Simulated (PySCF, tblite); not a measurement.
# C3H10BN2Si radical: geometry, infrared bands and EPR parameters

Wanted: the infrared bands and EPR parameters of C3H10BN2Si radical (`[SiH3]CB1N[CH]CN1`), by calculation.

The runs use tblite 0.8.0 and PySCF 2.14.0, with density-fitted response routines of our own; the level of theory stands in each step. All values are computed, except where a source is named. Atoms count from 0, in the outputs and in this text.

### 1 The molecule as given

17 atoms, charge 0, multiplicity 2; geometry from: force field or distance geometry start.

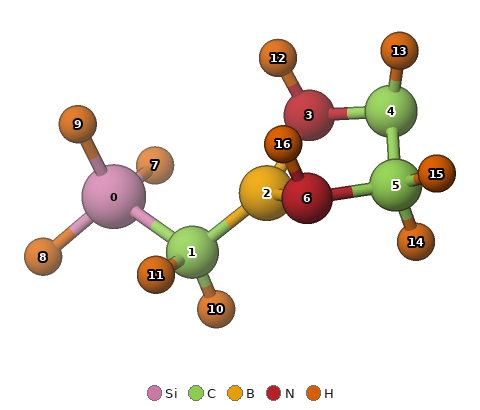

As it starts; silicon pink, carbon green, boron amber, nitrogen red, hydrogen orange, atoms numbered.

### 2 Relaxing the molecule with GFN2-xTB

The job: settings as JSON, then the geometry in Å.

```
{"job": {"kind": "relax", "xc": "GFN2-xTB", "basis": "xTB"}, "charge": 0, "multiplicity": 2}
Si    -2.742400    -0.221600     0.179700
C     -1.153600    -1.130100    -0.036000
B      0.131400    -0.217700     0.070300
N      0.349100     1.245300    -0.303800
C      1.796800     1.330000    -0.464200
C      2.367900    -0.034100    -0.237000
N      1.446200    -0.618100     0.718400
H     -2.909000     0.755500    -0.899300
H     -3.845800    -1.212800     0.209300
H     -2.715300     0.467000     1.496200
H     -1.190200    -1.710600    -0.979000
H     -1.098900    -1.866900     0.823900
H      0.147200     1.888100     0.522800
H      2.261700     2.051400     0.239700
H      2.269500    -0.610800    -1.169000
H      3.411800    -0.028100     0.137000
H      1.466700    -0.074500     1.629400
```

Command:

```
OMP_NUM_THREADS=1 python probes_run.py task.json out
```

One launch serves the whole session: the jobs run in the order shown.

Output:

```text
step      E/eV     max force
  0    -550.34062    2.183
  1    -550.59973    1.235
  2    -550.73483    1.155
  3    -550.86193    1.240
  4    -551.07168    1.320
  5    -551.21919    1.531
  6    -551.34091    0.899
  7    -551.47572    0.967
  8    -551.60667    1.154
  9    -551.66498    1.710
 10    -551.73043    0.776
 11    -551.78073    0.575
 12    -551.86519    1.054
 13    -551.90865    0.981
 14    -551.97397    0.704
 15    -552.00408    0.737
 16    -552.02070    0.982
 17    -552.05546    0.555
 18    -552.10120    0.657
 19    -552.16879    1.013
 20    -552.20775    0.597
 21    -552.24231    0.989
 22    -552.29802    1.140
 23    -552.34672    1.138
 24    -552.42789    0.602
 25    -552.46037    0.971
 26    -552.50465    0.646
 27    -552.54172    0.517
 28    -552.58669    0.460
 29    -552.60603    0.500
 30    -552.65063    0.550
 31    -552.67079    0.648
 32    -552.68119    0.644
 33    -552.69607    0.347
 34    -552.70754    0.278
 35    -552.72896    0.347
 36    -552.73734    0.297
 37    -552.74821    0.216
 38    -552.75522    0.177
 39    -552.76141    0.154
 40    -552.76586    0.128
 41    -552.77053    0.157
 42    -552.77479    0.181
 43    -552.77837    0.171
 44    -552.78122    0.136
 45    -552.78381    0.128
 46    -552.78643    0.115
 47    -552.78892    0.104
 48    -552.79037    0.116
 49    -552.79208    0.111
 50    -552.79337    0.085
 51    -552.79438    0.061
 52    -552.79514    0.065
 53    -552.79590    0.067
 54    -552.79681    0.085
 55    -552.79790    0.105
 56    -552.79896    0.100
 57    -552.79980    0.083
 58    -552.80044    0.068
 59    -552.80104    0.060
 60    -552.80166    0.059
 61    -552.80216    0.048
 62    -552.80254    0.044
 63    -552.80294    0.053
 64    -552.80342    0.061
 65    -552.80394    0.050
 66    -552.80446    0.054
 67    -552.80496    0.044
 68    -552.80548    0.055
 69    -552.80600    0.056
 70    -552.80648    0.050
 71    -552.80702    0.060
 72    -552.80770    0.073
 73    -552.80845    0.076
 74    -552.80914    0.069
 75    -552.80966    0.059
 76    -552.81000    0.052
 77    -552.81031    0.040
 78    -552.81055    0.030
 79    -552.81073    0.028
 80    -552.81086    0.029
 81    -552.81103    0.033
 82    -552.81119    0.030
 83    -552.81132    0.022
 84    -552.81142    0.020
 85    -552.81150    0.030
 86    -552.81160    0.032
 87    -552.81172    0.026
 88    -552.81182    0.019
 89    -552.81189    0.019
 90    -552.81194    0.022
 91    -552.81199    0.025
 92    -552.81207    0.024
 93    -552.81215    0.024
 94    -552.81223    0.026
 95    -552.81230    0.025
 96    -552.81238    0.021
 97    -552.81250    0.027
 98    -552.81262    0.027
 99    -552.81274    0.031
100    -552.81285    0.033
101    -552.81304    0.038
102    -552.81336    0.059
103    -552.81381    0.072
104    -552.81425    0.066
105    -552.81456    0.041
106    -552.81477    0.035
107    -552.81503    0.044
108    -552.81541    0.062
109    -552.81585    0.074
110    -552.81618    0.050
111    -552.81643    0.044
112    -552.81663    0.035
113    -552.81683    0.052
114    -552.81703    0.034
115    -552.81718    0.022
116    -552.81725    0.020
117    -552.81734    0.023
118    -552.81748    0.025
119    -552.81764    0.027
120    -552.81782    0.028
121    -552.81803    0.039
122    -552.81831    0.037
123    -552.81864    0.049
124    -552.81895    0.036
125    -552.81917    0.034
126    -552.81936    0.035
127    -552.81961    0.051
128    -552.82004    0.067
129    -552.82077    0.104
130    -552.82168    0.098
131    -552.82284    0.083
132    -552.82310    0.069
133    -552.82360    0.046
134    -552.82377    0.050
135    -552.82400    0.046
136    -552.82425    0.032
137    -552.82446    0.051
138    -552.82465    0.035
139    -552.82483    0.068
140    -552.82503    0.033
141    -552.82519    0.033
142    -552.82544    0.033
143    -552.82552    0.041
144    -552.82570    0.026
145    -552.82591    0.035
146    -552.82621    0.036
147    -552.82681    0.060
148    -552.82734    0.083
149    -552.82761    0.194
150    -552.82838    0.063
151    -552.82877    0.060
152    -552.82983    0.075
153    -552.83068    0.102
154    -552.83216    0.147
155    -552.83279    0.188
156    -552.83658    0.134
157    -552.84031    0.117
158    -552.84160    0.356
159    -552.84398    0.123
160    -552.84648    0.177
161    -552.84796    0.088
162    -552.84888    0.090
163    -552.84987    0.054
164    -552.85047    0.085
165    -552.85116    0.116
166    -552.85214    0.076
167    -552.85201    0.162
168    -552.85321    0.116
169    -552.85371    0.072
170    -552.85433    0.043
171    -552.85469    0.096
172    -552.85529    0.060
173    -552.85561    0.057
174    -552.85620    0.031
175    -552.85631    0.039
176    -552.85643    0.030
177    -552.85651    0.018
178    -552.85654    0.010
179    -552.85656    0.009
```

Run time: 1.2 s. Hardware: 1 thread of Arm Neoverse V1, shared host.

Along the way: (not every step is listed)

```csv
step,energy from step 0 (eV),largest force (eV/Å)
0,0.0000,2.1833
1,-0.2591,1.2353
2,-0.3942,1.1552
3,-0.5213,1.2404
4,-0.7311,1.3201
5,-0.8786,1.5307
6,-1.0003,0.8990
7,-1.1351,0.9673
8,-1.2661,1.1540
24,-2.0873,0.6021
40,-2.4252,0.1283
56,-2.4583,0.1001
72,-2.4671,0.0732
88,-2.4712,0.0191
104,-2.4736,0.0660
120,-2.4772,0.0281
136,-2.4836,0.0323
152,-2.4892,0.0752
168,-2.5126,0.1158
174,-2.5156,0.0315
175,-2.5157,0.0387
176,-2.5158,0.0300
177,-2.5159,0.0177
178,-2.5159,0.0103
179,-2.5159,0.0088
```

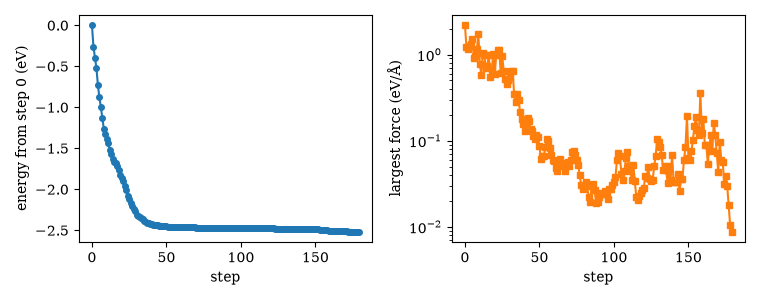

Energy and force, step by step.

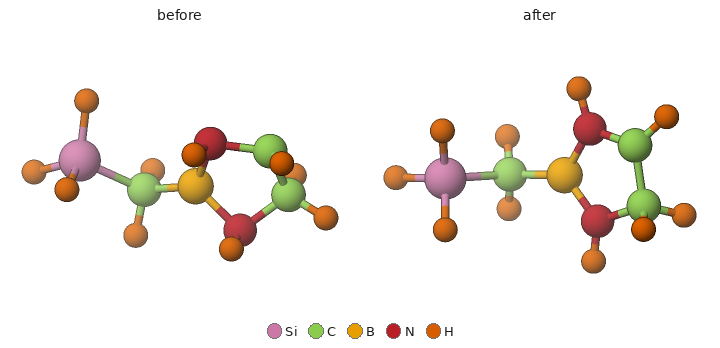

The geometry before (left) and after (right).

Distances of close pairs at the start and the end, largest changes first:

```csv
bond,before (Å),after (Å),change (Å)
B2–N6,1.520,1.406,-0.113
B2–N3,1.526,1.425,-0.101
N3–C4,1.459,1.380,-0.079
N3–H12,1.066,1.005,-0.061
Si0–C1,1.843,1.901,+0.058
N6–H16,1.061,1.004,-0.057
C1–H11,1.134,1.090,-0.043
C4–H13,1.110,1.073,-0.037
```

The next job starts from the end point, and lists it.

### 3 Infrared spectrum with GFN2-xTB

The job: settings as JSON, then the geometry in Å.

```
{"job": {"kind": "ir", "xc": "GFN2-xTB", "basis": "xTB"}, "charge": 0, "multiplicity": 2}
Si    -2.582985    -0.234112     0.766208
C     -1.241218    -1.048123    -0.305896
B      0.134910    -0.291548    -0.201085
N      0.521619     0.868058    -0.933186
C      1.754639     1.328007    -0.516911
C      2.296544     0.378391     0.494881
N      1.214145    -0.566961     0.657264
H     -2.827858     1.145782     0.332627
H     -3.836028    -0.988443     0.629449
H     -2.185095    -0.231727     2.177378
H     -1.595688    -1.068661    -1.337163
H     -1.138158    -2.088096     0.004909
H      0.026772     1.376957    -1.644948
H      2.352811     1.976915    -1.127087
H      3.226219    -0.121908     0.158448
H      2.541924     0.877579     1.449939
H      1.330451    -1.300078     1.333647
```

Output:

```text
mode    cm-1     km/mol
  1      32.6      0.05
  2      85.1      0.03
  3      99.6      0.05
  4     211.9      3.77
  5     251.3      0.10
  6     270.9      0.94
  7     347.7     41.68
  8     484.6     17.38
  9     486.5     46.17
 10     499.0     33.26
 11     509.3      3.30
 12     562.3     79.90
 13     620.5     53.70
 14     721.4      5.96
 15     744.4     26.04
 16     747.1      4.66
 17     790.7    206.35
 18     794.8    233.06
 19     801.5    488.07
 20     853.6     11.32
 21     954.2      4.04
 22     998.8     13.12
 23    1010.1     57.96
 24    1073.8     17.01
 25    1107.1      4.61
 26    1120.9      1.40
 27    1139.8     64.12
 28    1168.6     44.49
 29    1216.8     26.51
 30    1279.0     65.21
 31    1327.1    109.59
 32    1365.7     20.56
 33    1417.3    226.20
 34    1472.0      1.37
 35    1478.6      2.54
 36    2213.9    449.53
 37    2231.3    384.38
 38    2240.4    182.68
 39    2696.3     93.61
 40    2792.9    115.74
 41    2973.6     55.31
 42    2986.9     38.09
 43    3125.6     50.59
 44    3499.7      2.10
 45    3512.7      1.76
```

Wall time 0.56 s (1 thread of Arm Neoverse V1, shared host).

Which atoms move in the most intense modes:

```csv
cm⁻¹,km/mol,atoms
791,206.3,"H9 55 %, H7 30 %"
795,233.1,"H8 47 %, H7 25 %, H9 18 %"
802,488.1,"H8 36 %, H7 31 %, Si0 15 %, H9 13 %"
1417,226.2,"B2 32 %, N6 24 %"
2214,449.5,H8 91 %
2231,384.4,"H7 80 %, H9 14 %"
2240,182.7,"H9 82 %, H7 13 %"
2793,115.7,"H15 68 %, H14 28 %"
```

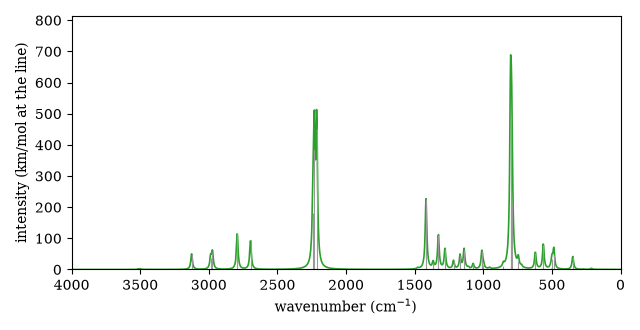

The infrared spectrum from these modes, unscaled. Lines are broadened to a width of 14 cm⁻¹ (Lorentzian).

### 4 EPR parameters: B3LYP/pcH-1

The job, as its differences from that of step 3:

```diff
@@ -1,2 +1,2 @@
-{"job": {"kind": "ir", "xc": "GFN2-xTB", "basis": "xTB"}, "charge": 0, "multiplicity": 2}
+{"job": {"kind": "epr", "basis": "pcH-1"}, "charge": 0, "multiplicity": 2}
 Si    -2.582985    -0.234112     0.766208
```

Level: UKS B3LYP, pcH-1 on B C H N Si, non-relativistic, mean-field spin-orbit, GIAO.

Output:

```text
UKS, coarse grid
  cycle   1  E = -544.17861676  |g| = 4.06e-01
  cycle   2  E = -544.13192907  |g| = 5.12e-01
  cycle   3  E = -544.25599896  |g| = 5.35e-02
  cycle   4  E = -544.25687592  |g| = 3.12e-02
  cycle   5  E = -544.25731675  |g| = 6.77e-03
  cycle   6  E = -544.25734342  |g| = 2.20e-03
  cycle   7  E = -544.25734622  |g| = 1.52e-03
  cycle   8  E = -544.25734740  |g| = 3.19e-04
UKS, final grid
  cycle   1  E = -544.25740147  |g| = 5.12e-04
  cycle   2  E = -544.25740128  |g| = 8.67e-04
  cycle   3  E = -544.25740158  |g| = 3.81e-05
  cycle   4  E = -544.25740158  |g| = 1.68e-05
E = -544.25740158 Eh   <S^2> = 0.7534 (exact 0.7500)
g shifts (ppm)      1          2          3
  rmc          -164       -164       -164
  gc             -2         35         33
  oz_so         -17        584       1189
  total        -183        455       1058
hyperfine (MHz)  atom isotope    a_iso     a_fc   dipolar eigenvalues
    0  29Si      -8.98      -8.99     -0.87      0.36      0.50
    1   13C      -2.16      -2.16     -0.57      0.00      0.57
    2   11B      -2.08      -2.08     -4.00     -0.01      4.01
    3   14N       1.72       1.73     -8.87     -8.17     17.04
    4   13C     114.26     114.34    -69.73    -69.15    138.89
    5   13C     -29.95     -29.96     -1.65     -0.74      2.38
    6   14N       1.84       1.85     -1.95     -1.20      3.16
    7    1H       0.30       0.30     -1.02     -0.77      1.79
    8    1H       2.30       2.30     -0.44     -0.40      0.84
    9    1H       0.06       0.06     -0.73     -0.62      1.35
   10    1H       3.05       3.05     -1.44     -1.33      2.77
   11    1H       0.80       0.80     -1.00     -0.96      1.97
   12    1H     -11.11     -11.12    -10.38     -4.99     15.37
   13    1H     -34.25     -34.27    -33.24      0.00     33.24
   14    1H     119.16     119.16     -3.59     -3.05      6.64
   15    1H     121.82     121.82     -4.55     -3.91      8.45
   16    1H      -3.92      -3.93     -3.21     -2.27      5.48
```

Run time: 1.7 min. Hardware: 1 thread of Arm Neoverse V1, shared host; peak memory 0.97 GiB.

Principal g values 2.00214, 2.00277, 2.00338; g(iso) = 2.00276, against 2.00232 for a free electron.

Hyperfine couplings; where a row names several nuclei, a(iso) is their mean (it holds for fast rotation or exchange) and the dipolar term the largest among them:

```csv
nuclei,isotope,a(iso) (MHz),"a(iso) (G, at g = 2.0023)",largest dipolar term (MHz)
"H14, H15",1H,120.5,43.0,8.5
C4,13C,114.3,40.8,138.9
H13,1H,-34.3,-12.2,-33.2
C5,13C,-30.0,-10.7,2.4
H12,1H,-11.1,-4.0,15.4
Si0,29Si,-9.0,-3.2,-0.9
H16,1H,-3.9,-1.4,5.5
C1,13C,-2.2,-0.8,-0.6
B2,11B,-2.1,-0.7,4.0
"H10, H11",1H,1.9,0.7,2.8
N6,14N,1.8,0.7,3.2
N3,14N,1.7,0.6,17.0
"H7, H8, H9",1H,0.9,0.3,1.8
```

Mulliken spin populations:

Si0 0.00; C1 0.00; B2 0.04; N3 0.11; C4 0.83; C5 -0.08; N6 0.03; H7 0.00; H8 0.00; H9 0.00; H10 0.00; H11 0.00; H12 -0.01; H13 -0.03; H14 0.05; H15 0.05; H16 0.00

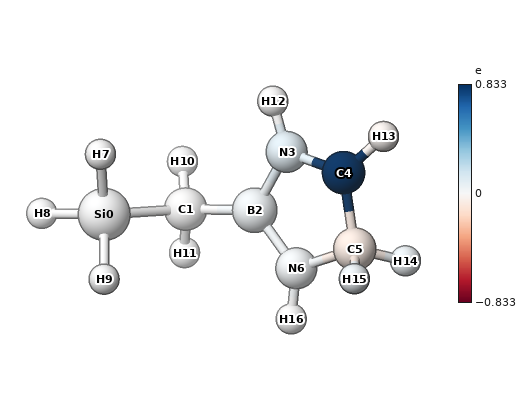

Mulliken spin populations, as colours on the atoms.

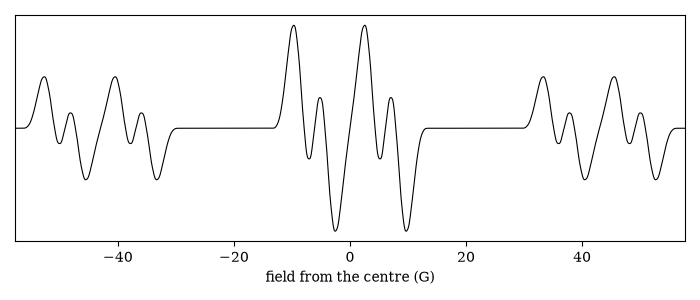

First-order isotropic spectrum (first derivative, main isotopes with spin only, couplings over 0.8 MHz, Gaussian width 0.3 G; couplings of the frozen geometry, rotation of groups not averaged beyond the rows shown).

The fields below are evaluated on a grid from the run's orbitals.

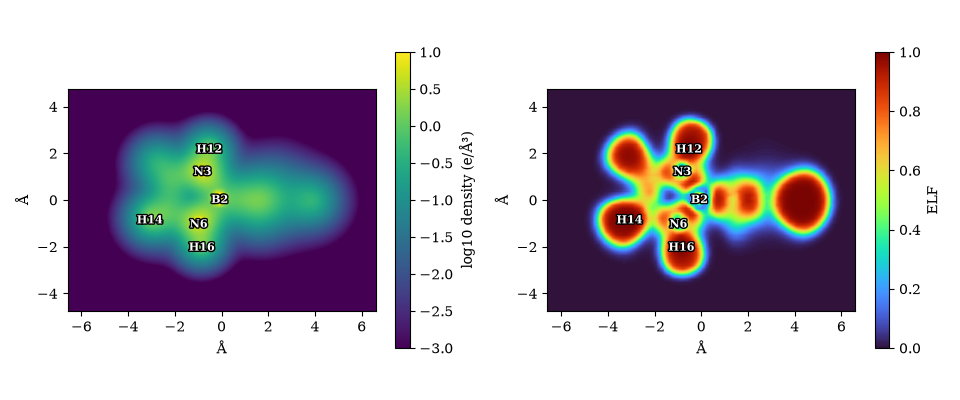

Density (left) and ELF (right) in a plane through or near 6 of the atoms.

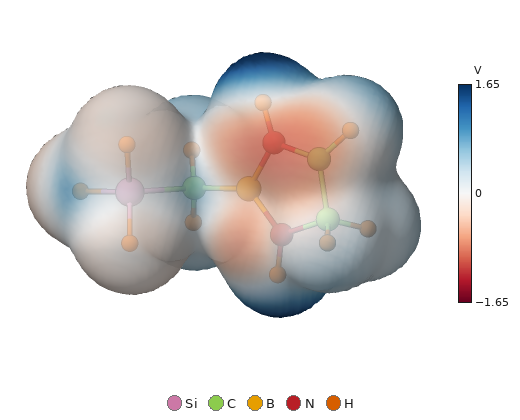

Electrostatic potential on the surface of density 0.002 e/bohr³; red is low, blue high. It runs from -0.85 V near C4 to 1.65 V near H12.

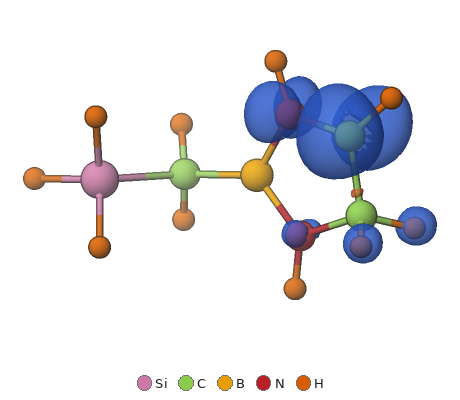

Spin density at ±0.04 e/Å³ (alpha excess blue, beta excess red).

### 5 Outcome

```
                                 quantity                      value
strongest single infrared mode (GFN2-xTB)       802 cm⁻¹, 488 km/mol
             zero-point energy (GFN2-xTB)              80.5 kcal/mol
                           g(iso) (B3LYP)                    2.00276
                                     ⟨S²⟩         0.753 (exact 0.75)
       largest a(iso) (averaged by class)  1H on H14, H15, 120.5 MHz
    surface potential, least and greatest         -0.85 V and 1.65 V
```

**Reading.** Over 179 steps the energy fell by 2.516 eV; of the close pairs, B2–N6 changed most, 1.520 to 1.406 Å. No mode is imaginary among the 45: a minimum at this level. The strongest single mode, at 802 cm⁻¹, is carried by H8, H7, Si0, H9. Unscaled tight-binding wavenumbers are off by several per cent, some by more. Its intensities can rank the bands wrongly. C4 carries the largest spin population, 0.83 e. The isotropic g lies 0.4 ppt above the free-electron value.
